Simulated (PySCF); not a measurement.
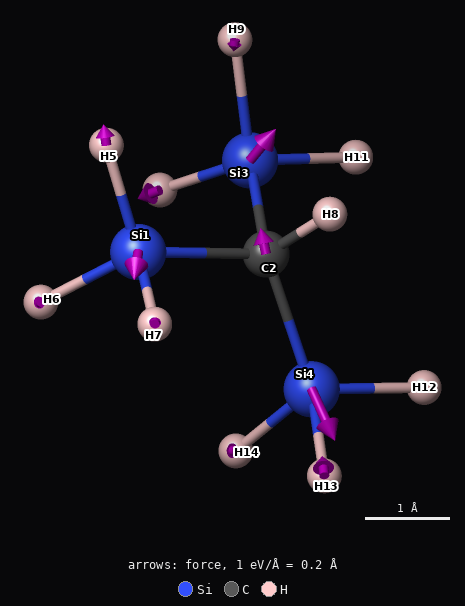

Starting geometry of CH10Si3 with the computed forces as purple arrows. Style: ball-and-stick. Shown from a free direction.

The start comes from GFN2-xTB. Its atoms were then displaced at random by about 0.03 Å.

These are results of PBE0-D3(BJ)/def2-SVP geometry optimisation, gas phase (PySCF 2.14.0, density-fitted response routines), not measurements. 

Is this structure relaxed? If not, where do the atoms go?

Answer. It isn't relaxed: the largest force vector, on a Si atom, is 3.75 eV/Å. The final displacements follow the starting forces only in part (cosine between the two patterns 0.69). The atom that moves furthest after the best rigid fit is a Si atom (0.096 Å). By element the largest moves are Si 0.096 Å, H 0.086 Å, C 0.035 Å. Some distances before and after: H–Si 1.623 → 1.496 Å, C–Si 1.792 → 1.887 Å, H–Si 1.412 → 1.495 Å, H–Si 1.434 → 1.495 Å. Among the angles between lasting bonds that change: H–Si–H 100.8° → 108.6°, C–Si–H 116.4° → 109.8°, C–Si–H 115.6° → 110.5°. After 5 geometry steps the energy has fallen by 48.4 kJ/mol. Cost: 29 s on 1 thread of Arm Neoverse V2, with other jobs on the host.
